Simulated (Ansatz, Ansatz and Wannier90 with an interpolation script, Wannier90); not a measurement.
# K2LiAlF6 (Fm-3m): quasiparticle bands by Wannier interpolation, part 2 of 3

G0W0 gives levels on a mesh alone; what do the bands of K2LiAlF6 (Fm-3m) look like between the points?

Ansatz 0.2.0; LDA, Wannier functions and G0W0, plane waves, PAW. Known limits of the many-body steps: not at the basis limit.

So far. Step 2 (LDA bands): The gap is direct, at Γ.

## 4. Wannier functions by Wannier90 (Al:3p F:2p K:4s Li:2s) on 8×8×8

Localised functions give a small Hamiltonian that interpolates between mesh points at no cost.

This step: maximally localised Wannier functions from the overlaps of LDA states (plane waves, PAW).

w.win

```
num_iter = 1200
conv_tol = 1.0e-8
conv_window = 5
dis_num_iter = 4000
dis_conv_tol = 1.0e-8
dis_mix_ratio = 0.7
write_hr = true
use_ws_distance = false
num_print_cycles = 50
! ansatz wannier90 interface
! projections by site (counted from 0) and shell: 3 3P, 4 2P, 5 2P, 6 2P, 7 2P, 8 2P, 9 2P, 0 4S, 1 4S, 2 2S
! states of the run's bands (counted from 1): 1-59
num_bands = 59
num_wann  = 24
dis_win_min = -1.61
dis_win_max = 20.39
dis_froz_min = -1.61
dis_froz_max = 11.86
guiding_centres = true

begin unit_cell_cart
Ang
                      0.0                    3.921                    3.921
                    3.921                      0.0                    3.921
                    3.921                    3.921                      0.0
end unit_cell_cart

begin atoms_frac
K                       0.25                     0.25                     0.25
K                       0.75                     0.75                     0.75
Li                       0.5                      0.5                      0.5
Al                       0.0                      0.0                      0.0
F                     0.7689                   0.2311                   0.2311
F                     0.2311                   0.7689                   0.2311
F                     0.2311                   0.7689                   0.7689
F                     0.7689                   0.2311                   0.7689
F                     0.2311                   0.2311                   0.7689
F                     0.7689                   0.7689                   0.2311
end atoms_frac

mp_grid = 8 8 8

[... the mesh's points ...]
```

Launch:

```bash
OMP_NUM_THREADS=1 mpirun -n 8 wannier90.x w > wannier90.x.log
```

Output:

```text
TEM
                                    ------

                              Lattice Vectors (Ang)
                    a_1     0.000000   3.921000   3.921000
                    a_2     3.921000   0.000000   3.921000
                    a_3     3.921000   3.921000   0.000000

                   Unit Cell Volume:     120.56480  (Ang^3)

                        Reciprocal-Space Vectors (Ang^-1)
                    b_1    -0.801222   0.801222   0.801222
                    b_2     0.801222  -0.801222   0.801222
                    b_3     0.801222   0.801222  -0.801222

 *----------------------------------------------------------------------------*
 |   Site       Fractional Coordinate          Cartesian Coordinate (Ang)     |
 +----------------------------------------------------------------------------+
 | k    1   0.25000   0.25000   0.25000   |    1.96050   1.96050   1.96050    |
 | k    2   0.75000   0.75000   0.75000   |    5.88150   5.88150   5.88150    |
 | li   1   0.50000   0.50000   0.50000   |    3.92100   3.92100   3.92100    |
 | al   1   0.00000   0.00000   0.00000   |    0.00000   0.00000   0.00000    |
 | f    1   0.76890   0.23110   0.23110   |    1.81229   3.92100   3.92100    |
 | f    2   0.23110   0.76890   0.23110   |    3.92100   1.81229   3.92100    |
 | f    3   0.23110   0.76890   0.76890   |    6.02971   3.92100   3.92100    |
 | f    4   0.76890   0.23110   0.76890   |    3.92100   6.02971   3.92100    |
 | f    5   0.23110   0.23110   0.76890   |    3.92100   3.92100   1.81229    |
 | f    6   0.76890   0.76890   0.23110   |    3.92100   3.92100   6.02971    |
 *----------------------------------------------------------------------------*
                                ------------
                                K-POINT GRID
                                ------------

             Grid size =  8 x  8 x  8      Total points =  512

 *---------------------------------- MAIN ------------------------------------*
 |  Number of Wannier Functions               :                24             |
 |  Number of Objective Wannier Functions     :                24             |
 |  Number of input Bloch states              :                59             |
 |  Output verbosity (1=low, 5=high)          :                 1             |
 |  Timing Level (1=low, 5=high)              :                 1             |
 |  Optimisation (0=memory, 3=speed)          :                 3             |
 |  Length Unit                               :               Ang             |
 |  Post-processing setup (write *.nnkp)      :                 F             |
 |  Using Gamma-only branch of algorithms     :                 F             |
 *----------------------------------------------------------------------------*
 *------------------------------- WANNIERISE ---------------------------------*
 |  Total number of iterations                :              1200             |
 |  Number of CG steps before reset           :                 5             |
 |  Trial step length for line search         :             2.000             |
 |  Convergence tolerence                     :         0.100E-07             |
 |  Convergence window                        :                 5             |
 |  Iterations between writing output         :                50             |
 |  Iterations between backing up to disk     :               100             |
 |  Write r^2_nm to file                      :                 F             |
 |  Write xyz WF centres to file              :                 F             |
 |  Write on-site energies <0n|H|0n> to file  :                 F             |
 |  Use guiding centre to control phases      :                 T             |
 |  Use phases for initial projections        :                 F             |
 |  Iterations before starting guiding centres:                 0             |
 |  Iterations between using guiding centres  :                 1             |
 *----------------------------------------------------------------------------*
 *------------------------------- DISENTANGLE --------------------------------*
 |  Using band disentanglement                :                 T             |
 |  Total number of iterations                :              4000             |
 |  Mixing ratio                              :             0.700             |
 |  Convergence tolerence                     :         1.000E-08             |
 |  Convergence window                        :                 3             |
 *----------------------------------------------------------------------------*
 *-------------------------------- PLOTTING ----------------------------------*
 |  Plotting Hamiltonian in WF basis          :                 T             |
 *----------------------------------------------------------------------------*

 *---------------------------------- K-MESH ----------------------------------*
 +----------------------------------------------------------------------------+
 |                    Distance to Nearest-Neighbour Shells                    |
 |                    ------------------------------------                    |
 |          Shell             Distance (Ang^-1)          Multiplicity         |
 |          -----             -----------------          ------------         |
[...]
Unitarised projection of Wannier functions
                   ------------------------------------------
   A_mn = <psi_m|g_n> --> S = A.A^+ --> U = S^-1/2.A
   In dis_project... done
   Using an inner window (linner = T)
   In dis_proj_froz... done

                   Extraction of optimally-connected subspace
                   ------------------------------------------
 +---------------------------------------------------------------------+<-- DIS
 |  Iter     Omega_I(i-1)      Omega_I(i)      Delta (frac.)    Time   |<-- DIS
 +---------------------------------------------------------------------+<-- DIS
       1      47.33511262      43.67796462       8.373E-02      0.00    <-- DIS
       2      44.36095225      41.85428564       5.989E-02      0.05    <-- DIS
       3      42.36212093      40.59874513       4.343E-02      0.10    <-- DIS
      50      35.95989966      35.95754567       6.547E-05      2.45    <-- DIS
     100      35.93614617      35.93604874       2.711E-06      5.01    <-- DIS
     150      35.93527638      35.93526706       2.594E-07      7.52    <-- DIS
     200      35.93523071      35.93522936       3.749E-08     10.05    <-- DIS

             <<<      Delta < 1.000E-08  over  3 iterations     >>>
             <<< Disentanglement convergence criteria satisfied >>>

        Final Omega_I    35.93522750 (Ang^2)

 +----------------------------------------------------------------------------+

 Writing checkpoint file w.chk... done

 *------------------------------- WANNIERISE ---------------------------------*
 +--------------------------------------------------------------------+<-- CONV
 | Iter  Delta Spread     RMS Gradient      Spread (Ang^2)      Time  |<-- CONV
 +--------------------------------------------------------------------+<-- CONV

 ------------------------------------------------------------------------------
 Initial State
  WF centre and spread    1  (  0.000000, -0.000000, -0.000000 )     3.90157662
  WF centre and spread    2  (  0.000000, -0.000000, -0.000000 )     3.90157662
  WF centre and spread    3  (  0.000000, -0.000000, -0.000000 )     3.90157662
  WF centre and spread    4  (  1.799454,  3.921000,  3.921000 )     0.70956511
  WF centre and spread    5  (  1.522239,  3.921000,  3.921000 )     2.47600648
  WF centre and spread    6  (  1.799454,  3.921000,  3.921000 )     0.70956511
  WF centre and spread    7  (  3.921000,  1.799454,  3.921000 )     0.70956511
  WF centre and spread    8  (  3.921000,  1.799454,  3.921000 )     0.70956511
  WF centre and spread    9  (  3.921000,  1.522239,  3.921000 )     2.47600648
  WF centre and spread   10  (  6.042546,  3.921000,  3.921000 )     0.70956511
[...]
Sum of centres and spreads ( 82.341000, 82.341000, 82.341000 )    52.69093324

      0     0.527E+02     0.0000000000       52.6909332382      12.26  <-- CONV
        O_D=      0.5482002 O_OD=     16.2075055 O_TOT=     52.6909332 <-- SPRD
 ------------------------------------------------------------------------------
 Cycle:      1
[...]
Sum of centres and spreads ( 82.341000, 82.341000, 82.341000 )    46.22343015

      1    -0.647E+01     1.5330245880       46.2234301535      12.31  <-- CONV
        O_D=      0.1547045 O_OD=     10.1334981 O_TOT=     46.2234302 <-- SPRD
 Delta: O_D= -0.3934957E+00 O_OD= -0.6074007E+01 O_TOT= -0.6467503E+01 <-- DLTA
 ------------------------------------------------------------------------------
 Cycle:     50
[...]
Sum of centres and spreads ( 82.341000, 82.341000, 82.341000 )    40.28566264

     50    -0.258E-03     0.0135714029       40.2856626444      14.48  <-- CONV
        O_D=      0.0350250 O_OD=      4.3154101 O_TOT=     40.2856626 <-- SPRD
 Delta: O_D= -0.1462565E-04 O_OD= -0.2436457E-03 O_TOT= -0.2582713E-03 <-- DLTA
 ------------------------------------------------------------------------------
 Cycle:    100
[...]
Sum of centres and spreads ( 82.341000, 82.341000, 82.341000 )    40.28422001

    100    -0.196E-06     0.0004145792       40.2842200120      16.73  <-- CONV
        O_D=      0.0349761 O_OD=      4.3140164 O_TOT=     40.2842200 <-- SPRD
 Delta: O_D= -0.2482960E-06 O_OD=  0.5228080E-07 O_TOT= -0.1960152E-06 <-- DLTA
 ------------------------------------------------------------------------------

             <<<     Delta < 1.000E-08  over  5 iterations     >>>
             <<< Wannierisation convergence criteria satisfied >>>

 Final State
[...]
WF centre and spread   20  (  3.921000,  3.921000,  6.039873 )     0.67260417
  WF centre and spread   21  (  3.921000,  3.921000,  6.039873 )     0.67260417
  WF centre and spread   22  (  1.960500,  1.960500,  1.960500 )     4.42221309
  WF centre and spread   23  (  5.881500,  5.881500,  5.881500 )     4.42221309
  WF centre and spread   24  (  3.921000,  3.921000,  3.921000 )     3.01379017
  Sum of centres and spreads ( 82.341000, 82.341000, 82.341000 )    40.28421848

         Spreads (Ang^2)       Omega I      =    35.935227495
        ================       Omega D      =     0.034975326
                               Omega OD     =     4.314015661
    Final Spread (Ang^2)       Omega Total  =    40.284218482
 ------------------------------------------------------------------------------

 Writing checkpoint file w.chk... done

 *---------------------------------------------------------------------------*
 |                               PLOTTING                                    |
 *---------------------------------------------------------------------------*

 *===========================================================================*
 |                             TIMING INFORMATION                            |
 *===========================================================================*
 |    Tag                                                Ncalls      Time (s)|
 |---------------------------------------------------------------------------|
 |kmesh: get                                        :         1         0.113|
 |overlap: read                                     :         1         7.843|
 |dis: main                                         :         1        12.558|
 |wann: main                                        :         1         5.902|
 |plot: main                                        :         1         0.496|
 *---------------------------------------------------------------------------*
 All done: wannier90 exiting
```

Run time: 29 s. Hardware: 8 MPI ranks of Arm Neoverse V2, shared host.

This step gave:

| Quantity | Value |
| --- | --- |
| gauge-invariant spread | 35.94 Å² |
| diagonal spread | 0.03498 Å² |
| off-diagonal spread | 4.314 Å² |
| total spread | 40.28 Å² |
| disentanglement steps | 239 |
| r.m.s. interpolation error | 0.001974 eV |
| r.m.s. error near the gap | 0.002283 eV |

Near the gap the model misses directly solved bands by 2.3 meV r.m.s. and by 45 meV at most in the window tested. This tests the starting bands, not the corrections carried with them.

Wannier functions, by row:

```csv
function,x (Å),y (Å),z (Å),spread (Å²),nearest atom,distance (Å)
1,0,0,0,3.67,Al4,0
2,0,0,0,3.67,Al4,0
3,0,0,0,3.67,Al4,0
4,1.802,3.921,3.921,0.673,F5,0.01
5,1.585,3.921,3.921,1.557,F5,0.227
6,1.802,3.921,3.921,0.673,F5,0.01
7,3.921,1.802,3.921,0.673,F6,0.01
8,3.921,1.802,3.921,0.673,F6,0.01
9,3.921,1.585,3.921,1.557,F6,0.227
10,6.04,3.921,3.921,0.673,F7,0.01
11,6.257,3.921,3.921,1.557,F7,0.227
12,6.04,3.921,3.921,0.673,F7,0.01
13,3.921,6.04,3.921,0.673,F8,0.01
14,3.921,6.04,3.921,0.673,F8,0.01
15,3.921,6.257,3.921,1.557,F8,0.227
16,3.921,3.921,1.585,1.557,F9,0.227
17,3.921,3.921,1.802,0.673,F9,0.01
18,3.921,3.921,1.802,0.673,F9,0.01
19,3.921,3.921,6.257,1.557,F10,0.227
20,3.921,3.921,6.04,0.673,F10,0.01
21,3.921,3.921,6.04,0.673,F10,0.01
22,1.96,1.96,1.96,4.422,K1,0
23,5.882,5.882,5.882,4.422,K2,0
24,3.921,3.921,3.921,3.014,Li3,0
```

Frozen up to 9.94 eV; above it the model need not follow the bands. The electronic bands at the labelled points (eV, zero at the valence-band top):

```
    point  band 30  band 31  band 32  band 33  band 34  band 35  band 36  band 37
        Γ    -0.44     0.00     0.00     0.00     7.54    13.53    13.96    13.96
        X    -0.67    -0.58    -0.58    -0.02    10.42    11.29    13.22    13.33
        U    -0.62    -0.50    -0.43    -0.13    11.02    11.06    11.90    13.44
jump to K    -0.62    -0.50    -0.43    -0.13    11.02    11.06    11.90    13.44
        Γ    -0.44     0.00     0.00     0.00     7.54    13.53    13.96    13.96
        L    -0.51    -0.27    -0.27    -0.21     9.52    10.19    13.85    14.31
        W    -0.70    -0.59    -0.25    -0.25    11.40    11.53    11.53    12.61
        X    -0.67    -0.58    -0.58    -0.02    10.42    11.29    13.22    13.33
```

The same for Kohn-Sham, solved directly:

| point | band 30 | band 31 | band 32 | band 33 | band 34 | band 35 | band 36 | band 37 |
| --- | --- | --- | --- | --- | --- | --- | --- | --- |
| Γ | -0.44 | 0.00 | 0.00 | 0.00 | 7.54 | 10.01 | 10.01 | 10.26 |
| X | -0.67 | -0.58 | -0.58 | -0.02 | 10.10 | 10.76 | 11.07 | 11.13 |
| U | -0.62 | -0.50 | -0.43 | -0.13 | 10.42 | 10.60 | 10.86 | 11.36 |
| K | -0.62 | -0.50 | -0.43 | -0.13 | 10.42 | 10.60 | 10.86 | 11.36 |
| Γ | -0.44 | 0.00 | 0.00 | 0.00 | 7.54 | 10.01 | 10.01 | 10.26 |
| L | -0.51 | -0.27 | -0.27 | -0.21 | 9.52 | 9.96 | 11.13 | 11.13 |
| W | -0.70 | -0.59 | -0.25 | -0.25 | 10.74 | 10.74 | 10.91 | 10.98 |
| X | -0.67 | -0.58 | -0.58 | -0.02 | 10.10 | 10.76 | 11.07 | 11.13 |

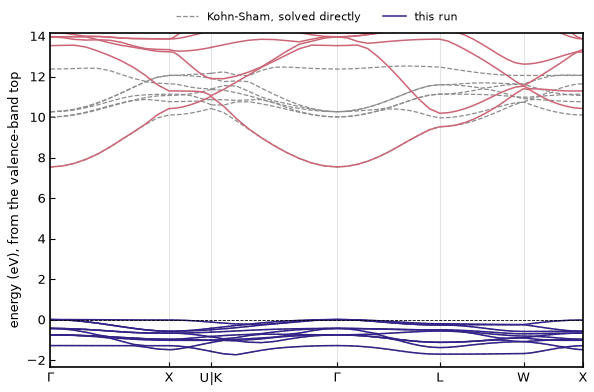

Electronic bands along the path; lines of filled and empty bands in two colours; dashed: Kohn-Sham, solved directly.

[end of part 2 of 3]

[Paths, hosts, dates, memory and timing lines, banners, echoed tables and standing remarks are left out of the program output.]

[Logs are printed without paths, hosts, clocks, repeated set-up lines and the standing remarks that a program may print on its own settings, such as how far it seeks lower states.]

[Runs of the session that timed out or met a known fault of the program may be left out.]

[Hosts, paths, dates, database ids (printed as entryN), source tags and the programs' standing remarks are cut or masked in the printed files.]
